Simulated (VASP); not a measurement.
Band structure of Os (hcp). These are AM05 GGA, VASP's PBE PAW potentials (set 64) (plane waves; VASP 6.6.1) values and carry that method's errors.

Unless said otherwise, spin-orbit coupling is left out, though it shifts the bands of the heavy elements here.

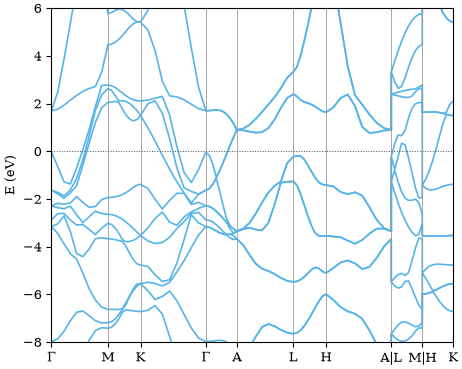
*Bands along high-symmetry lines, zero at the valence-band maximum or, without a gap, the Fermi level*

Problem. Read the plot: is there a gap, and where are the band edges?

Solution. It has no gap at this level: it comes out as a metal or semimetal. (Edges off the drawn lines would not show.)

The compound is Os in the hcp structure. It was relaxed first.
